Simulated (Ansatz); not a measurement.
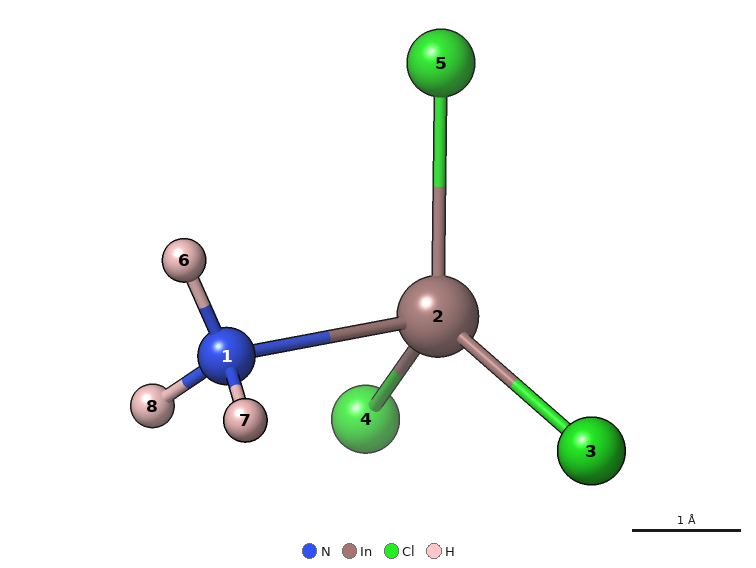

Orthographic view. Atoms fade into the background with distance from the viewer. Computed geometry: PBE-D4/def2-SVP optimisation. No frequency run is at hand to confirm it as a minimum.

Give the geometry as a Z-matrix, atoms in numerical order, with these reference atoms: 2 to 1; 3 to 2, 1; 4 to 2, 1, 3; 5 to 2, 1, 3; 6 to 1, 2, 3; 7 to 1, 6, 2; 8 to 1, 6, 7.

```
N  
In   1   2.320
Cl   2   2.371   1    97.5
Cl   2   2.371   1    97.5   3   120.0
Cl   2   2.371   1    97.5   3  -120.0
H    1   1.030   2   110.3   3   119.6
H    1   1.030   6   108.6   2   121.0
H    1   1.030   6   108.6   7   118.0
```
